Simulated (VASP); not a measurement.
Band structure of Ge$_{2}$Mo (relaxed from the fluorite structure, space group Fm-3m). Calculation: r2SCAN meta-GGA, VASP's PBE PAW potentials (set 64) (plane waves; VASP 6.6.1).

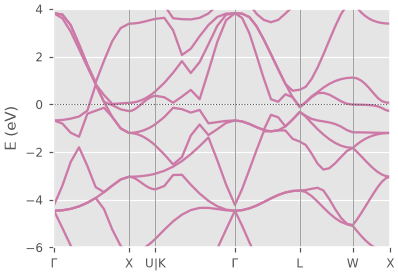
Figure: Bands along high-symmetry lines, zero at the valence-band maximum or, without a gap, the Fermi level

Read the plot: is there a gap, and where are the band edges?

It has no gap at this level: it comes out as a metal or semimetal.

The structure was generated: Ge2Mo was put into the fluorite type (Fm-3m), which need not be its known phase. It was relaxed first, which changed the volume by -10 %.
